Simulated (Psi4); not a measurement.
# CH3ClSi (SMILES C[Si]Cl) at MN15/def2-QZVP (density fitting, sweep point 5)

What is the vertical singlet–triplet gap of CH3ClSi at MN15/def2-QZVP (density fitting, sweep point 5)? 

Program for the calculation: Psi4 1.11.

## 1. Starting point

CH3ClSi has 6 atoms, charge 0, and is taken as a singlet. SMILES: `C[Si]Cl`. The coordinates come from a PBE0-D4/def2-TZVP relaxation.

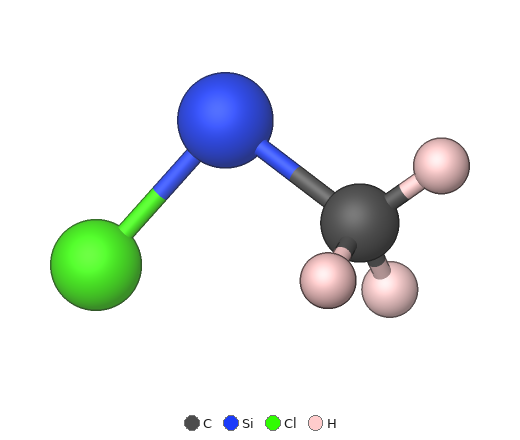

Viewed from a chosen angle; carbon dark grey, silicon blue, chlorine green, hydrogen pink.

## 2. The energy at MN15/def2-QZVP (density fitting, sweep point 5)

job.in reads:

```
memory 1.6 GB

molecule mol {
  C     -0.420900     0.376200    -0.177100
  Si     0.228200    -0.642100     1.273100
  Cl     1.857700    -1.533900     0.308500
  H      0.353800     1.065800    -0.531400
  H     -1.308700     0.949900     0.100100
  H     -0.668100    -0.280000    -1.019400
  units angstrom
  symmetry c1
}

set globals {
  basis                def2-QZVP
  puream               true
  scf_type             df
  dft_radial_points    99
  dft_spherical_points 590
}

energy('mn15')
```

Started as:

```sh
$ psi4 -i job.in -o job.out -n 1
```

job.out:

```text
[...]
  Running in c1 symmetry.
[...]
  Nuclear repulsion =  128.153233316674090
[...]
  Multiplicity = 1
[...]
  Nalpha       = 20
  Nbeta        = 20
[...]
    Number of basis functions: 287
[...]
   @DF-RKS iter   1:  -789.25793790799378   -4.20543e-01   3.29965e-03 ADIIS/DIIS
[...]
   @DF-RKS iter   8:  -789.53827808114841   -1.93550e-07   5.68574e-07 DIIS
[...]
    Orbital Energies [Eh]
    ---------------------
    Doubly Occupied:
       1A   -100.403108     2A    -65.351864     3A    -10.082696
       4A     -9.182723     5A     -7.192922     6A     -7.189633
       7A     -7.186291     8A     -5.199152     9A     -3.722984
      10A     -3.717093    11A     -3.709922    12A     -0.856116
      13A     -0.752341    14A     -0.516326    15A     -0.463382
      16A     -0.458833    17A     -0.402826    18A     -0.379828
      19A     -0.368233    20A     -0.268756
[...]
  @DF-RKS Final Energy:  -789.53827808114841
   => Energetics <=
    Nuclear Repulsion Energy =            128.1532333166740898
    One-Electron Energy =               -1344.9795298588906007
    Two-Electron Energy =                 459.1267929535237613
    DFT Exchange-Correlation Energy =     -31.8387744924555136
    Empirical Dispersion Energy =           0.0000000000000000
    VV10 Nonlocal Energy =                  0.0000000000000000
    Total Energy =                       -789.5382780811482917
[...]
 Multipole Moments:
 ------------------------------------------------------------------------------------
     Multipole            Electronic (a.u.)      Nuclear  (a.u.)        Total (a.u.)
 ------------------------------------------------------------------------------------
 L = 1.  Multiply by 2.5417464519 to convert [e a0] to [Debye]
 Dipole X            :          4.2880660           -4.8083688           -0.5203029
 Dipole Y            :         -4.1705877            4.6253043            0.4547166
 Dipole Z            :          2.5062108           -2.6683698           -0.1621590
 Magnitude           :                                                    0.7097731
[...]
```

Wall time 53 s (1 thread of Intel Xeon 6975P-C (Granite Rapids), shared host); peak memory 1.4 GiB.

## 3. The triplet at the same level

job.inp reads:

```
memory 1600 mb

molecule geom {
  0 3
  C     -0.420900     0.376200    -0.177100
  Si     0.228200    -0.642100     1.273100
  Cl     1.857700    -1.533900     0.308500
  H      0.353800     1.065800    -0.531400
  H     -1.308700     0.949900     0.100100
  H     -0.668100    -0.280000    -1.019400
  symmetry c1
}

set globals {
  reference uks
  puream true
  scf_type df
  dft_radial_points 99
  dft_spherical_points 590
  maxiter 150
}

result, w = energy('mn15/def2-QZVP', return_wfn=True)
```

Started as:

```sh
$ psi4 job.inp job.out -n 1
```

job.out:

```text
[...]
  Running in c1 symmetry.
[...]
  Nuclear repulsion =  128.153233316674090
[...]
  Multiplicity = 3
[...]
  Nalpha       = 21
  Nbeta        = 19
[...]
    Number of basis functions: 287
[...]
   @DF-UKS iter   1:  -789.19100404457413   -3.53609e-01   3.26559e-03 ADIIS/DIIS
[...]
   @DF-UKS iter   9:  -789.47354439070773   -4.79121e-07   7.61096e-07 DIIS
[...]
   @S^2 Observed:                2.003301450E+00
[...]
    Orbital Energies [Eh]
    ---------------------
    Alpha Occupied:
       1A   -100.402906     2A    -65.351915     3A    -10.107254
       4A     -9.181948     5A     -7.193858     6A     -7.186506
       7A     -7.186121     8A     -5.201261     9A     -3.721566
      10A     -3.720119    11A     -3.717881    12A     -0.855182
      13A     -0.762510    14A     -0.529867    15A     -0.473498
      16A     -0.467352    17A     -0.410905    18A     -0.381103
      19A     -0.373271    20A     -0.305477    21A     -0.197387
    Alpha Virtual:
      22A      0.005269    23A      0.045806    24A      0.075393
      25A      0.108277    26A      0.109745    27A      0.123764
[...]
  @DF-UKS Final Energy:  -789.47354439070773
   => Energetics <=
    Nuclear Repulsion Energy =            128.1532333166740898
    One-Electron Energy =               -1344.8442015671339504
    Two-Electron Energy =                 459.0522910714559544
    DFT Exchange-Correlation Energy =     -31.8348672117038269
    Empirical Dispersion Energy =           0.0000000000000000
    VV10 Nonlocal Energy =                  0.0000000000000000
    Total Energy =                       -789.4735443907077297
[...]
 Multipole Moments:
 ------------------------------------------------------------------------------------
     Multipole            Electronic (a.u.)      Nuclear  (a.u.)        Total (a.u.)
 ------------------------------------------------------------------------------------
 L = 1.  Multiply by 2.5417464519 to convert [e a0] to [Debye]
 Dipole X            :          4.1570692           -4.8083688           -0.6512997
 Dipole Y            :         -4.1478051            4.6253043            0.4774992
 Dipole Z            :          2.7194472           -2.6683698            0.0510774
 Magnitude           :                                                    0.8092006
[...]
```

Run time: 99 s. Hardware: 1 thread of Intel Xeon 6975P-C (Granite Rapids), shared host; peak memory 1.4 GiB.

## 4. What came out

At MN15/def2-QZVP (density fitting, sweep point 5):

```
                                        quantity          value
                           singlet: total energy  -789.53828 Eh
                          singlet: dipole moment         1.80 D
                            singlet: HOMO energy       -7.31 eV
                            singlet: LUMO energy       -2.10 eV
                          singlet: HOMO–LUMO gap        5.21 eV
                           triplet: total energy  -789.47354 Eh
                          triplet: dipole moment         2.06 D
     triplet: HOMO energy (highest over α and β)       -5.37 eV
      triplet: LUMO energy (lowest over α and β)       -3.62 eV
                                   triplet: ⟨S²⟩          2.003
vertical energy of the triplet above the singlet       1.761 eV
```

What this shows: At this shape the triplet lies 1.76 eV (170 kJ/mol) above the singlet.
